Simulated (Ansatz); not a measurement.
**Ga2H3: geometry relaxation**

The run: geometry relaxation of Ga2H3, multiplicity 2. Method and program: UKS r2SCAN-D4/def2-TZVP (Ansatz 0.2.0).

The geometry: GFN1-xTB start. Figures and captions count atoms from 1; the log counts them from 0 in places.

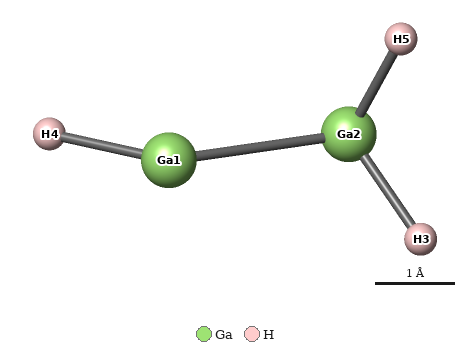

Figure 1. The input geometry (ball-and-stick view, seen at a tilt; atoms are numbered from 1 in the order of the input). Sticks mark near contacts.

**Results in brief**

```tsv
quantity	value
outcome	converged
total energy	−104802.8639 eV
mean-field energy	−104802.8467 eV
dispersion energy	−0.0171 eV
⟨S²⟩	0.758
HOMO (either spin)	−4.59 eV
LUMO (either spin)	−3.02 eV
largest force (length of the vector) at the end	0.012 eV/Å
dipole moment	1.14 D
hardware	4 threads of Arm Neoverse V2, 23 GiB of memory available, shared host
wall time	15 s (CPU time 52 s)
peak memory	0.21 GiB
```

**The input**
```yaml
crystal:
  periodic: [false, false, false]
  atoms:
    - {symbol: Ga, position_ang: [-1.174510, -0.377810, 0.806340]}
    - {symbol: Ga, position_ang: [0.785500, 0.426610, -0.487130]}
    - {symbol: H, position_ang: [0.275690, 0.977440, -1.963420]}
    - {symbol: H, position_ang: [-1.571370, -0.101170, 2.469510]}
    - {symbol: H, position_ang: [1.684690, -0.925060, -0.825310]}
basis:
  gaussian: {orbitals: def2-TZVP}
magnetization: {spin_polarized: true, initial_magnetization: 1}
hamiltonian: {xc: r2scan, dispersion: d4}
scf: {lower_state_search: "off"}
output: {orbitals: {seedname: orbitals}}
relax: {f_tol: 0.02, max_steps: 100}
```

Command:
```bash
ansatz run in.yaml --threads 4 --pin off --events-out ev --progress --plain --max-ram 3916MiB
```

**Log**
```
Functional definition: r2SCAN
  name "r2SCAN"
  cite "Furness, Kaplan, Ning, Perdew & Sun, J. Phys. Chem. Lett. 11, 8208 (2020) doi:10.1021/acs.jpclett.0c02405"
  cite "Furness, Kaplan, Ning, Perdew & Sun, J. Phys. Chem. Lett. 11, 9248 (2020) doi:10.1021/acs.jpclett.0c03077"
  parent r2scan
  parameter k0 = 0.174
  parameter k1 = 0.065
  parameter a1 = 4.9479
  exchange = r2scan_x(k0 = k0, k1 = k1, a1 = a1)
  correlation = r2scan_c
these checks for a lower state are left out or cut short: stability, starts, cluster_reference, orbital_swaps, neighbouring_geometries, increment
868 factors; their error is unknown
mean field evaluation 1: about -104800.2896 eV, gradient 2.4e1 eV
mean field evaluation 2: about -104797.7794 eV, gradient 3.6e1 eV
mean field evaluation 4: about -104802.1727 eV, gradient 3.1e0 eV
mean field evaluation 8: about -104802.2093 eV, gradient 1.3e-1 eV
mean field evaluation 16: about -104802.1860 eV, gradient 3.4e-4 eV
mean field -104802.18604767 eV, -3851.4092997789 hartree, gradient 9.1e-6 eV, S^2 0.766919; 0 other end points of the search recorded, 0 dependent functions left out
the calculation of the forces begins
reference -104802.18606349 eV, -3851.4093003603 hartree; 33, 32 occupied and 81, 82 virtual orbitals, 868 factors
relax step   1: F+E_penalty+E_count = -104802.20335538 eV  Δ(F+E_penalty+E_count) = +0.000e0 eV  max|allowed force component| = 1.731e0 eV/Å  Δτ_max = 0.0000 Å  (18 SCF iters, accepted)
these checks for a lower state are left out or cut short: stability, starts, cluster_reference, orbital_swaps, neighbouring_geometries, increment
868 factors; their error is unknown
mean field -104802.69288185 eV, -3851.4279255914 hartree, gradient 2.2e-6 eV, S^2 0.761875; 0 other end points of the search recorded, 0 dependent functions left out
the calculation of the forces begins
reference -104802.69289772 eV, -3851.4279261745 hartree; 33, 32 occupied and 81, 82 virtual orbitals, 868 factors
relax step   2: F+E_penalty+E_count = -104802.70998465 eV  Δ(F+E_penalty+E_count) = -5.066e-1 eV  max|allowed force component| = 6.889e-1 eV/Å  Δτ_max = 0.1946 Å  (25 SCF iters, accepted)
these checks for a lower state are left out or cut short: stability, starts, cluster_reference, orbital_swaps, neighbouring_geometries, increment
868 factors; their error is unknown
mean field evaluation 32: about -104802.8590 eV, gradient 2.1e-1 eV
mean field -104802.83176195 eV, -3851.4330293410 hartree, gradient 1.5e-6 eV, S^2 0.758933; 0 other end points of the search recorded, 0 dependent functions left out
the calculation of the forces begins
reference -104802.83177780 eV, -3851.4330299234 hartree; 33, 32 occupied and 81, 82 virtual orbitals, 868 factors
relax step   3: F+E_penalty+E_count = -104802.84888564 eV  Δ(F+E_penalty+E_count) = -1.389e-1 eV  max|allowed force component| = 1.911e-1 eV/Å  Δτ_max = 0.1662 Å  (25 SCF iters, accepted)
these checks for a lower state are left out or cut short: stability, starts, cluster_reference, orbital_swaps, neighbouring_geometries, increment
868 factors; their error is unknown
mean field -104802.84172130 eV, -3851.4333953402 hartree, gradient 2.4e-6 eV, S^2 0.758346; 0 other end points of the search recorded, 0 dependent functions left out
the calculation of the forces begins
reference -104802.84173714 eV, -3851.4333959223 hartree; 33, 32 occupied and 81, 82 virtual orbitals, 868 factors
relax step   4: F+E_penalty+E_count = -104802.85888297 eV  Δ(F+E_penalty+E_count) = -9.997e-3 eV  max|allowed force component| = 7.527e-2 eV/Å  Δτ_max = 0.0396 Å  (22 SCF iters, accepted)
these checks for a lower state are left out or cut short: stability, starts, cluster_reference, orbital_swaps, neighbouring_geometries, increment
868 factors; their error is unknown
mean field -104802.83221055 eV, -3851.4330458265 hartree, gradient 2.5e-6 eV, S^2 0.758196; 0 other end points of the search recorded, 0 dependent functions left out
the calculation of the forces begins
reference -104802.83222641 eV, -3851.4330464095 hartree; 33, 32 occupied and 81, 82 virtual orbitals, 868 factors
relax step   5: F+E_penalty+E_count = -104802.84936359 eV  Δ(F+E_penalty+E_count) = +9.519e-3 eV  max|allowed force component| = 1.831e-1 eV/Å  Δτ_max = 0.1043 Å  (24 SCF iters, rejected (line search))
these checks for a lower state are left out or cut short: stability, starts, cluster_reference, orbital_swaps, neighbouring_geometries, increment
868 factors; their error is unknown
mean field -104802.84477347 eV, -3851.4335075054 hartree, gradient 2.1e-6 eV, S^2 0.758061; 0 other end points of the search recorded, 0 dependent functions left out
the calculation of the forces begins
reference -104802.84478932 eV, -3851.4335080880 hartree; 33, 32 occupied and 81, 82 virtual orbitals, 868 factors
relax step   6: F+E_penalty+E_count = -104802.86191207 eV  Δ(F+E_penalty+E_count) = -3.029e-3 eV  max|allowed force component| = 7.491e-2 eV/Å  Δτ_max = 0.0432 Å  (21 SCF iters, accepted)
these checks for a lower state are left out or cut short: stability, starts, cluster_reference, orbital_swaps, neighbouring_geometries, increment
868 factors; their error is unknown
mean field evaluation 64: about -104802.8725 eV, gradient 3.8e-2 eV
mean field -104802.84286328 eV, -3851.4334373071 hartree, gradient 4.3e-6 eV, S^2 0.757787; 0 other end points of the search recorded, 0 dependent functions left out
the calculation of the forces begins
reference -104802.84287914 eV, -3851.4334378902 hartree; 33, 32 occupied and 81, 82 virtual orbitals, 868 factors
relax step   7: F+E_penalty+E_count = -104802.86000038 eV  Δ(F+E_penalty+E_count) = +1.912e-3 eV  max|allowed force component| = 8.188e-2 eV/Å  Δτ_max = 0.0609 Å  (22 SCF iters, rejected (line search))
these checks for a lower state are left out or cut short: stability, starts, cluster_reference, orbital_swaps, neighbouring_geometries, increment
868 factors; their error is unknown
mean field -104802.84619468 eV, -3851.4335597338 hartree, gradient 2.0e-6 eV, S^2 0.757826; 0 other end points of the search recorded, 0 dependent functions left out
the calculation of the forces begins
reference -104802.84621054 eV, -3851.4335603167 hartree; 33, 32 occupied and 81, 82 virtual orbitals, 868 factors
relax step   8: F+E_penalty+E_count = -104802.86333583 eV  Δ(F+E_penalty+E_count) = -1.424e-3 eV  max|allowed force component| = 2.249e-2 eV/Å  Δτ_max = 0.0279 Å  (22 SCF iters, accepted)
these checks for a lower state are left out or cut short: stability, starts, cluster_reference, orbital_swaps, neighbouring_geometries, increment
868 factors; their error is unknown
mean field -104802.84314846 eV, -3851.4334477874 hartree, gradient 2.7e-6 eV, S^2 0.757560; 0 other end points of the search recorded, 0 dependent functions left out
the calculation of the forces begins
reference -104802.84316432 eV, -3851.4334483704 hartree; 33, 32 occupied and 81, 82 virtual orbitals, 868 factors
relax step   9: F+E_penalty+E_count = -104802.86028786 eV  Δ(F+E_penalty+E_count) = +3.048e-3 eV  max|allowed force component| = 8.094e-2 eV/Å  Δτ_max = 0.0500 Å  (21 SCF iters, rejected (line search))
these checks for a lower state are left out or cut short: stability, starts, cluster_reference, orbital_swaps, neighbouring_geometries, increment
868 factors; their error is unknown
mean field -104802.84672254 eV, -3851.4335791325 hartree, gradient 1.0e-6 eV, S^2 0.757656; 0 other end points of the search recorded, 0 dependent functions left out
the calculation of the forces begins
reference -104802.84673841 eV, -3851.4335797158 hartree; 33, 32 occupied and 81, 82 virtual orbitals, 868 factors
relax step  10: F+E_penalty+E_count = -104802.86386073 eV  Δ(F+E_penalty+E_count) = -5.249e-4 eV  max|allowed force component| = 1.186e-2 eV/Å  Δτ_max = 0.0223 Å  (22 SCF iters, accepted)
```

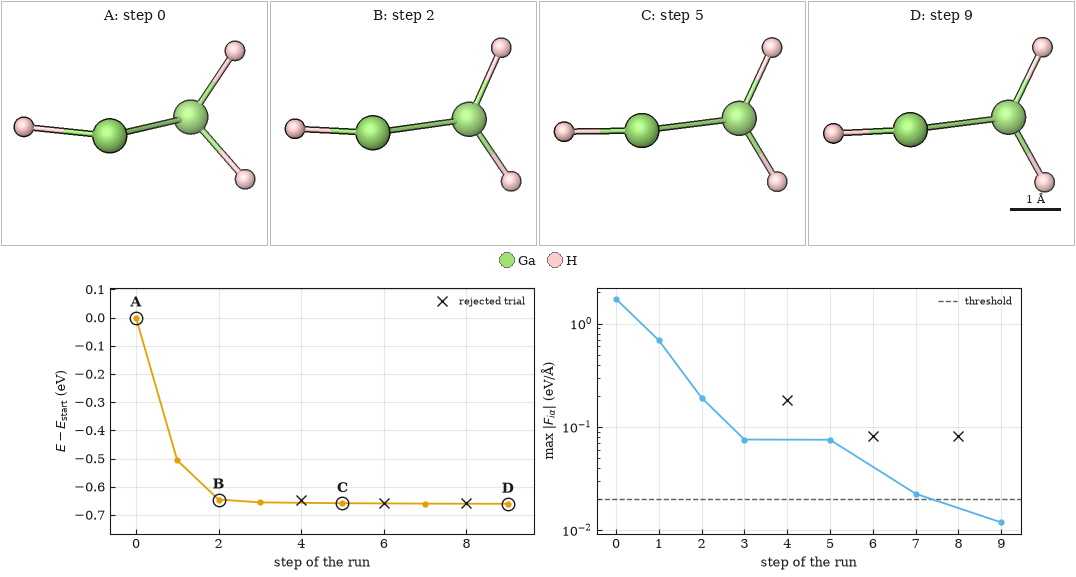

Figure 2. Frames of the relaxation (ball-and-stick view, seen at a tilt) above the curves, on which the letters mark them (the first geometry is step 0 here and step 1 in the log).

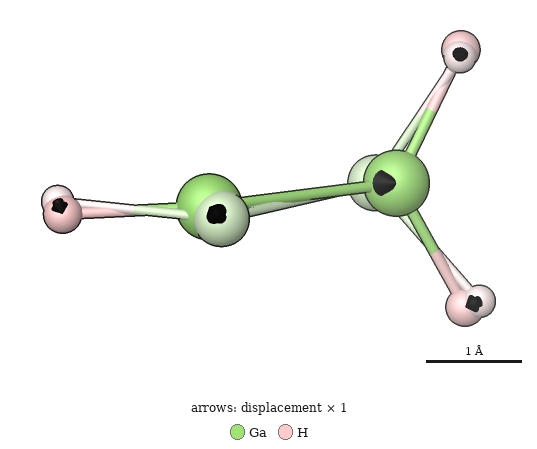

Figure 3. Start (faint) and end (solid) with the displacements as black arrows, at true length (ball-and-stick view, seen at a tilt). The two geometries are laid on each other by the best rigid fit. The largest move after the best rigid fit is that of Ga2, 0.40 Å. Largest moves by element: Ga 0.40 Å, H 0.19 Å. Distances before and after: Ga1–H4 1.732 → 1.570 Å, Ga1–Ga2 2.482 → 2.366 Å, Ga2–H3 1.656 → 1.560 Å. Among the angles that change: Ga2–Ga1–H4 129.0° → 156.9°, H3–Ga2–H5 104.8° → 123.3°, Ga1–Ga2–H5 105.7° → 117.5°. Over 9 geometry steps the energy falls by 0.661 eV. Largest force component: 1.7 eV/Å at the start, 0.012 eV/Å at the end. The line search rejected the trial steps at points 4, 6, 8 (counted from 0) and went back. (Atoms are counted from 1 in the order of the input.)

```
Total energy: -104802.86387661 eV, -3851.4342095327 hartree
Atom 0 at    -0.992103    -0.264997     0.978699 Å, force     0.004954     0.004484     0.001076 eV/Å
Atom 1 at     0.628064     0.122717    -0.701563 Å, force    -0.011860     0.000892     0.001277 eV/Å
Atom 2 at     0.251728     1.119662    -1.841402 Å, force     0.002174    -0.002256     0.003423 eV/Å
Atom 3 at    -1.701591    -0.092058     2.368198 Å, force     0.002579    -0.002172    -0.006663 eV/Å
Atom 4 at     1.813902    -0.885314    -0.803943 Å, force     0.002153    -0.000947     0.000886 eV/Å
Dipole moment:    -0.147638    -0.020357     0.184126 e Å
Checks for a lower state left out: stability, starts, cluster_reference, orbital_swaps, neighbouring_geometries, increment
```

**Trajectory as extended XYZ (Å, eV, eV/Å), 10 frames, from step=1 to step=10**
```
5
Properties=species:S:1:pos:R:3:forces:R:3 step=1 energy=-104802.20336
Ga   -1.1745   -0.3778    0.8063    0.1897   0.6184   1.5260
Ga    0.7855    0.4266   -0.4871   -0.5386  -1.2977  -1.7308
H     0.2757    0.9774   -1.9634    0.3934   0.2575   0.8468
H    -1.5714   -0.1012    2.4695    0.0189  -0.3391  -1.1493
H     1.6847   -0.9251   -0.8253   -0.0634   0.7608   0.5072
5
Properties=species:S:1:pos:R:3:forces:R:3 step=2 energy=-104802.70998
Ga   -1.1339   -0.3172    0.9186    0.3992   0.2659   0.1210
Ga    0.7071    0.3030   -0.6155   -0.4710  -0.6889  -0.5326
H     0.2942    1.0600   -1.9629    0.1994   0.0563   0.4287
H    -1.6095   -0.1315    2.4390   -0.0381  -0.0484  -0.1967
H     1.7421   -0.9144   -0.7792   -0.0895   0.4151   0.1796
5
Properties=species:S:1:pos:R:3:forces:R:3 step=3 energy=-104802.84889
Ga   -1.0828   -0.2901    0.9435    0.1911   0.0379  -0.1177
Ga    0.6167    0.1849   -0.6894   -0.1111  -0.1365  -0.0699
H     0.3099    1.1105   -1.9191    0.0228  -0.0133   0.1290
H    -1.6160   -0.1236    2.4124   -0.0552   0.0209   0.0332
H     1.7722   -0.8816   -0.7475   -0.0476   0.0910   0.0254
5
Properties=species:S:1:pos:R:3:forces:R:3 step=4 energy=-104802.85888
Ga   -1.0508   -0.2894    0.9398    0.0000   0.0139   0.0753
Ga    0.5991    0.1521   -0.7031    0.0394  -0.0284  -0.0519
H     0.2972    1.1221   -1.8874   -0.0061   0.0025   0.0180
H    -1.6236   -0.1088    2.3938   -0.0311  -0.0041  -0.0262
H     1.7781   -0.8760   -0.7430   -0.0021   0.0161  -0.0151
5
Properties=species:S:1:pos:R:3:forces:R:3 step=5 energy=-104802.84936 accepted=F
Ga   -0.9835   -0.3496    0.9919   -0.0663   0.1551  -0.1831
Ga    0.6086    0.1350   -0.6994    0.0737  -0.0727   0.0148
H     0.2727    1.1390   -1.8497   -0.0508  -0.0473   0.0492
H    -1.6899   -0.0453    2.3521   -0.0121  -0.0573   0.1469
H     1.7920   -0.8792   -0.7949    0.0555   0.0222  -0.0278
5
Properties=species:S:1:pos:R:3:forces:R:3 step=6 energy=-104802.86191
Ga   -1.0263   -0.2878    0.9603   -0.0282   0.0266   0.0749
Ga    0.6079    0.1354   -0.7029    0.0551  -0.0148  -0.0276
H     0.2835    1.1225   -1.8679   -0.0234  -0.0066   0.0215
H    -1.6640   -0.0943    2.3885    0.0169  -0.0153  -0.0708
H     1.7989   -0.8757   -0.7780   -0.0204   0.0101   0.0020
5
Properties=species:S:1:pos:R:3:forces:R:3 step=7 energy=-104802.86000 accepted=F
Ga   -1.0167   -0.2475    0.9635    0.0667  -0.0819   0.0630
Ga    0.6396    0.1167   -0.6894   -0.0341   0.0220  -0.0512
H     0.2403    1.1091   -1.8271    0.0345   0.0174  -0.0078
H    -1.6949   -0.0940    2.3726   -0.0199   0.0334  -0.0347
H     1.8318   -0.8843   -0.8196   -0.0473   0.0091   0.0306
5
Properties=species:S:1:pos:R:3:forces:R:3 step=8 energy=-104802.86334
Ga   -1.0090   -0.2765    0.9699    0.0202   0.0073  -0.0162
Ga    0.6168    0.1212   -0.7060   -0.0007   0.0225   0.0193
H     0.2641    1.1243   -1.8479   -0.0090  -0.0112   0.0005
H    -1.6823   -0.0896    2.3746   -0.0132  -0.0038   0.0053
H     1.8104   -0.8793   -0.7907    0.0027  -0.0149  -0.0090
5
Properties=species:S:1:pos:R:3:forces:R:3 step=9 energy=-104802.86029 accepted=F
Ga   -0.9734   -0.2458    0.9868   -0.0035   0.0015   0.0169
Ga    0.6522    0.1481   -0.6859   -0.0662  -0.0809  -0.0632
H     0.2383    1.1046   -1.8482    0.0313   0.0329   0.0235
H    -1.7196   -0.1078    2.3616    0.0134   0.0101  -0.0018
H     1.8025   -0.8991   -0.8143    0.0250   0.0364   0.0247
5
Properties=species:S:1:pos:R:3:forces:R:3 step=10 energy=-104802.86386
Ga   -0.9921   -0.2650    0.9787    0.0050   0.0045   0.0011
Ga    0.6281    0.1227   -0.7016   -0.0119   0.0009   0.0013
H     0.2517    1.1197   -1.8414    0.0022  -0.0023   0.0034
H    -1.7016   -0.0921    2.3682    0.0026  -0.0022  -0.0067
H     1.8139   -0.8853   -0.8039    0.0022  -0.0009   0.0009
```

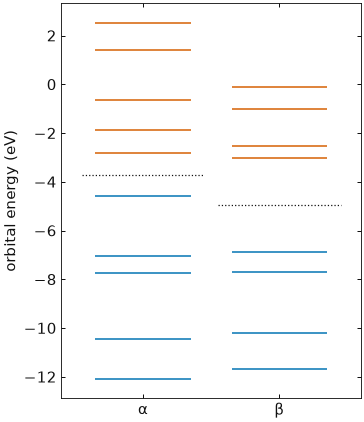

Figure 4. Orbital energies near the frontier for α and β spins; the dotted line parts filled from empty levels, and levels within 0.02 eV of each other stand side by side. α: highest filled −4.59 eV, lowest empty −2.84 eV, 1.75 eV apart; β: highest filled −6.87 eV, lowest empty −3.02 eV, 3.85 eV apart.

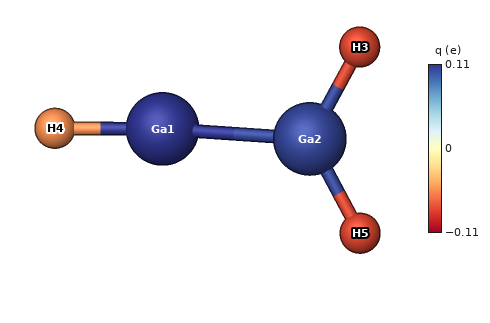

Figure 5. Mulliken charges, as the colour of each atom (ball-and-stick view, seen at a tilt; atoms are numbered from 1 in the order of the input; Mulliken charges depend strongly on the basis). By element: Ga +0.10 to +0.11 and H −0.08 to −0.05 e.
